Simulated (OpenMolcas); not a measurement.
## Single-point calculation of CH$_{5}$Si (charge +1) (part 2 of 2)

CH$_{5}$Si, charge +1; PBE0/aug-cc-pVDZ, RKS (OpenMolcas 26.06). The geometry is that of the parent species in another charge or spin state. The geometry comes from this level: PBE0-D4/def2-TZVP.

Geometry of the input (Å):
```
C  -0.1226  -0.8032  0.0952
Si 0.1762  1.0348  0.3140
H  -0.2048  -1.0549  -0.9666
H  0.6992  -1.3833  0.5195
H  -1.0471  -1.1077  0.5895
H  -0.9515  1.8464  -0.2257
H  1.4506  1.4680  -0.3260
```

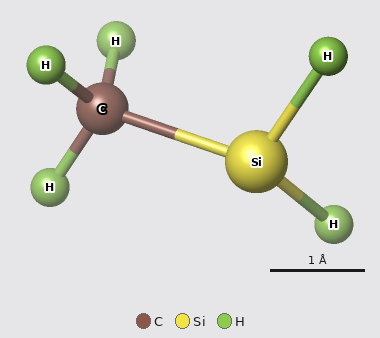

Figure 1. The input geometry (ball-and-stick view, seen at a tilt).

## The program's output, continued
```
   8  -330.075305050  -579.973456832   194.215074678  -3.81E-03*   7.58E-03*   2.47E-03*    8.91E-02   1.24E+02   c2DIIS       2.
   9  -330.075368424  -579.837270920   194.078825392  -6.34E-05*   1.05E-02*   1.79E-03*    8.01E-02   1.24E+02   QNRc2DIIS    2.
  10  -330.075351172  -579.976944536   194.218516260   1.73E-05*   5.69E-03*   2.02E-03*    7.60E-02   1.24E+02   QNRc2DIIS    2.
  11  -330.075435117  -579.914510886   194.155998665  -8.39E-05*   6.36E-04*   1.71E-04*    3.96E-02   1.24E+02   QNRc2DIIS    2.
  12  -330.075435940  -579.909241493   194.150728450  -8.23E-07*   3.47E-05*   7.86E-06*    5.43E-03   1.24E+02   QNRc2DIIS    2.
  13  -330.075435941  -579.909182803   194.150669758  -1.21E-09*   1.36E-05*   2.30E-06*    2.46E-04   1.24E+02   QNRc2DIIS    2.
  14  -330.075435941  -579.909187543   194.150674498  -1.49E-10*   1.69E-06    4.08E-07*    8.78E-05   1.24E+02   QNRc2DIIS    2.
  15  -330.075435941  -579.909187133   194.150674088  -3.18E-12    3.56E-07    4.65E-08     2.56E-05   1.24E+02   QNRc2DIIS    2.

       Convergence after  15 Iterations
--

 *****************************************************************************************************************************
 *                                             SCF/KS-DFT Program, Final results                                             *
 *                                                       Final Results                                                       *
 *****************************************************************************************************************************

::    Total KS-DFT energy                            -330.0754359410
      One-electron energy                            -579.9091871330
      Two-electron energy                             194.1506740878
      Nuclear repulsion energy                         55.6830771042
      Kinetic energy (interpolated)                   328.9780433773
      Virial theorem                                    1.0033357623
      Total spin, S(S+1)                                0.0000000000
      Total spin, S                                     0.0000000000
      Max non-diagonal density matrix element           0.0000005629
      Max non-diagonal Fock matrix element              0.0000000101

      All orbitals with orbital energies smaller than  E(LUMO)+0.5 are printed

++    Molecular orbitals:
      -------------------

      Title: RKS-DFT orbitals

      Molecular orbitals for symmetry species 1: a

      Basis set list:
        1 C1     1s                 20 C1     3d1+               39 SI2    2pz                58 H3     2pz                77 H5     2pz
        2 C1     1s                 21 C1     3d1+               40 SI2    2pz                59 H3     2pz                78 H6     1s
        3 C1     1s                 22 C1     3d2+               41 SI2    3d2-               60 H4     1s                 79 H6     1s
        4 C1     1s                 23 C1     3d2+               42 SI2    3d2-               61 H4     1s                 80 H6     1s
        5 C1     2px                24 SI2    1s                 43 SI2    3d1-               62 H4     1s                 81 H6     2px
        6 C1     2px                25 SI2    1s                 44 SI2    3d1-               63 H4     2px                82 H6     2px
        7 C1     2px                26 SI2    1s                 45 SI2    3d0                64 H4     2px                83 H6     2py
        8 C1     2py                27 SI2    1s                 46 SI2    3d0                65 H4     2py                84 H6     2py
        9 C1     2py                28 SI2    1s                 47 SI2    3d1+               66 H4     2py                85 H6     2pz
       10 C1     2py                29 SI2    2px                48 SI2    3d1+               67 H4     2pz                86 H6     2pz
       11 C1     2pz                30 SI2    2px                49 SI2    3d2+               68 H4     2pz                87 H7     1s
       12 C1     2pz                31 SI2    2px                50 SI2    3d2+               69 H5     1s                 88 H7     1s
       13 C1     2pz                32 SI2    2px                51 H3     1s                 70 H5     1s                 89 H7     1s
       14 C1     3d2-               33 SI2    2py                52 H3     1s                 71 H5     1s                 90 H7     2px
       15 C1     3d2-               34 SI2    2py                53 H3     1s                 72 H5     2px                91 H7     2px
       16 C1     3d1-               35 SI2    2py                54 H3     2px                73 H5     2px                92 H7     2py
       17 C1     3d1-               36 SI2    2py                55 H3     2px                74 H5     2py                93 H7     2py
       18 C1     3d0                37 SI2    2pz                56 H3     2py                75 H5     2py                94 H7     2pz
       19 C1     3d0                38 SI2    2pz                57 H3     2py                76 H5     2pz                95 H7     2pz

  Index Energy  Occupation Coefficients ...

    1  -66.5882    2.0000         24 SI2    1s     ( 1.000),

    2  -10.4547    2.0000          1 C1     1s     ( 1.008),

    3   -5.6504    2.0000         25 SI2    1s     ( 1.014),

    4   -3.9909    2.0000         37 SI2    2pz    ( 0.979),

    5   -3.9804    2.0000         29 SI2    2px    ( 0.989),

    6   -3.9800    2.0000         33 SI2    2py    ( 0.970),

    7   -0.9539    2.0000          2 C1     1s     ( 0.732),

    8   -0.7753    2.0000         26 SI2    1s     ( 0.874),

    9   -0.6490    2.0000          5 C1     2px    (-0.563),    30 SI2    2px    (-0.443),    60 H4     1s     (-0.441),    69 H5     1s     ( 0.444),

   10   -0.6434    2.0000         11 C1     2pz    (-0.657),    51 H3     1s     ( 0.635),

   11   -0.5925    2.0000          5 C1     2px    (-0.366),    30 SI2    2px    ( 0.615),    60 H4     1s     (-0.317),    69 H5     1s     ( 0.318),
                                  78 H6     1s     (-0.486),    87 H7     1s     ( 0.487),

   12   -0.5834    2.0000          8 C1     2py    (-0.600),    34 SI2    2py    ( 0.735),

   13   -0.3816    0.0000         38 SI2    2pz    ( 0.965),

   14   -0.1841    0.0000          2 C1     1s     (-0.362),    28 SI2    1s     (-0.343),    34 SI2    2py    (-0.460),    36 SI2    2py    (-0.329),
                                  80 H6     1s     ( 0.307),    89 H7     1s     ( 0.307),

   15   -0.1611    0.0000         30 SI2    2px    ( 0.670),    32 SI2    2px    ( 0.736),    80 H6     1s     ( 0.905),    89 H7     1s     (-0.905),

   16   -0.1533    0.0000         26 SI2    1s     (-0.740),    27 SI2    1s     (-0.386),    80 H6     1s     ( 0.482),    89 H7     1s     ( 0.483),

   17   -0.1307    0.0000         28 SI2    1s     ( 0.566),    36 SI2    2py    ( 0.504),    53 H3     1s     ( 0.893),

   18   -0.1093    0.0000         32 SI2    2px    ( 0.885),    61 H4     1s     ( 0.525),    62 H4     1s     ( 0.744),    70 H5     1s     (-0.524),
                                  71 H5     1s     (-0.742),

   19   -0.1064    0.0000         40 SI2    2pz    ( 0.582),    52 H3     1s     (-0.440),    53 H3     1s     (-0.857),    62 H4     1s     ( 0.809),
                                  71 H5     1s     ( 0.811),

   20   -0.0908    0.0000          4 C1     1s     (-0.433),    13 C1     2pz    (-0.413),    27 SI2    1s     ( 0.689),    28 SI2    1s     (-0.688),
                                  40 SI2    2pz    (-0.434),    46 SI2    3d0    (-0.415),    62 H4     1s     ( 0.791),    71 H5     1s     ( 0.800),

   21   -0.0864    0.0000          7 C1     2px    ( 0.719),    61 H4     1s     (-1.084),    70 H5     1s     ( 1.084),    80 H6     1s     (-0.690),
                                  89 H7     1s     ( 0.692),

   22   -0.0765    0.0000          4 C1     1s     ( 0.525),    13 C1     2pz    (-0.557),    52 H3     1s     (-1.046),    61 H4     1s     ( 0.533),
                                  70 H5     1s     ( 0.532),

   23   -0.0658    0.0000         62 H4     1s     (-2.591),    71 H5     1s     ( 2.596),

   24   -0.0612    0.0000         53 H3     1s     ( 2.801),    62 H4     1s     (-1.466),    71 H5     1s     (-1.457),

   25   -0.0571    0.0000         36 SI2    2py    ( 1.881),    53 H3     1s     ( 1.364),

   26   -0.0264    0.0000         28 SI2    1s     (-7.187),    80 H6     1s     ( 4.292),    89 H7     1s     ( 4.287),

   27   -0.0178    0.0000         32 SI2    2px    ( 6.224),    80 H6     1s     ( 7.321),    89 H7     1s     (-7.309),

   28   -0.0157    0.0000          4 C1     1s     ( 6.091),    28 SI2    1s     (-11.27),

   29   -0.0004    0.0000         13 C1     2pz    ( 4.050),    28 SI2    1s     (-3.868),    53 H3     1s     ( 7.244),

   30    0.0037    0.0000          7 C1     2px    ( 4.211),    62 H4     1s     (-6.367),    71 H5     1s     ( 6.329),

   31    0.0104    0.0000          4 C1     1s     (-4.756),    10 C1     2py    ( 3.162),    36 SI2    2py    ( 3.268),    62 H4     1s     ( 5.201),
                                  71 H5     1s     ( 5.241),    80 H6     1s     (-3.509),    89 H7     1s     (-3.518),

   32    0.0175    0.0000         62 H4     1s     ( 3.823),    71 H5     1s     (-3.800),

   33    0.0211    0.0000          4 C1     1s     ( 2.213),    28 SI2    1s     (-4.148),

   34    0.0712    0.0000          4 C1     1s     ( 5.596),    28 SI2    1s     (-10.66),

   35    0.0957    0.0000         31 SI2    2px    ( 3.638),    79 H6     1s     ( 1.833),    88 H7     1s     (-1.829),

   36    0.1025    0.0000          4 C1     1s     (-2.681),    10 C1     2py    (-1.492),    27 SI2    1s     ( 1.479),    35 SI2    2py    ( 2.298),
                                  50 SI2    3d2+   ( 2.557),    52 H3     1s     ( 2.267),    61 H4     1s     ( 1.946),    70 H5     1s     ( 1.942),
                                  79 H6     1s     (-1.757),    88 H7     1s     (-1.757),

--

++    Molecular charges:
      ------------------

      Mulliken charges per centre and basis function type
      ---------------------------------------------------

                C1      SI2     H3      H4      H5      H6      H7
      1s       3.1252  5.3191  1.1026  1.1393  1.1395  0.7756  0.7754
      2px      0.8600  2.9438  0.0048 -0.0007  0.0002 -0.0016 -0.0006
      2pz      0.8392  2.1040  0.0073  0.0018  0.0017  0.0003  0.0001
      2py      0.8867  2.8098  0.0055 -0.0046 -0.0053  0.0044  0.0037
      3d2+    -0.0010  0.0480  0.0000  0.0000  0.0000  0.0000  0.0000
      3d1+    -0.0094  0.0371  0.0000  0.0000  0.0000  0.0000  0.0000
      3d0     -0.0111  0.0026  0.0000  0.0000  0.0000  0.0000  0.0000
      3d1-    -0.0009  0.0165  0.0000  0.0000  0.0000  0.0000  0.0000
      3d2-     0.0008  0.0803  0.0000  0.0000  0.0000  0.0000  0.0000
      Total    5.6895 13.3611  1.1201  1.1358  1.1360  0.7788  0.7786

      N-E      0.3105  0.6389 -0.1201 -0.1358 -0.1360  0.2212  0.2214

      Total electronic charge=   24.000000

      Total            charge=    1.000000
--

++    Molecular properties:
      ---------------------

      Charge (e):
                      =    1.0000
      Dipole Moment (debye):
      Origin of the operator (angstrom)=    0.0756    0.4238    0.2114
                   X=  1.9342E-01               Y=  1.0002E+00               Z=  8.4915E-01           Total=  1.3262E+00
      Center of Charge (angstrom)
                     X=    0.11589302               Y=    0.63205624               Z=    0.38815053
      Quadrupole Moment (debye*angstrom):
      Origin of the operator (angstrom)=    0.0756    0.4238    0.2114
                  XX= -1.7107E+01              XY=  7.8400E-01              XZ=  3.5885E-01              YY= -1.2704E+01
                  YZ=  1.6520E+00              ZZ= -1.4879E+01
      In traceless form (debye*angstrom)
                  XX= -3.3149E+00              XY=  1.1760E+00              XZ=  5.3828E-01              YY=  3.2884E+00
                  YZ=  2.4781E+00              ZZ=  2.6486E-02
--

--- Stop Module: scf /rc=_RC_ALL_IS_WELL_ ---
--- Module scf spent 36 seconds ---

.##################.
.# Happy landing! #.
.##################.

    Timing: Wall=40.66 User=35.31 System=5.33
```

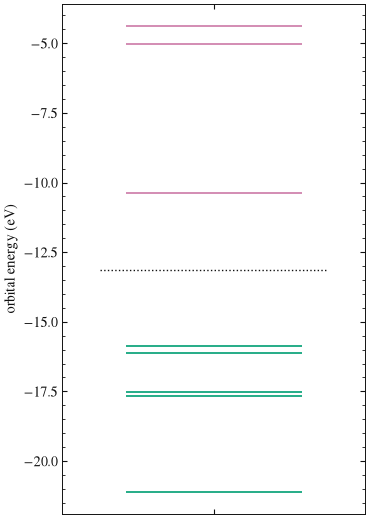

Figure 2. Orbital energies near the frontier; the dotted line parts filled from empty levels, and levels within 0.02 eV of each other stand side by side. Highest filled −15.88 eV, lowest empty −10.38 eV, 5.50 eV apart.

## Key numbers

```json
{"quantity": "outcome", "value": "converged"}
{"quantity": "total energy", "value": "−330.075436 hartree"}
{"quantity": "basis functions", "value": "95"}
{"quantity": "HOMO", "value": "−15.88 eV"}
{"quantity": "LUMO", "value": "−10.38 eV"}
{"quantity": "hardware", "value": "1 thread of Intel Xeon @ 2.50GHz (Skylake/Cascade Lake), 96 GiB of memory available, shared host"}
{"quantity": "wall time", "value": "41 s"}
{"quantity": "peak memory", "value": "0.53 GiB"}
```
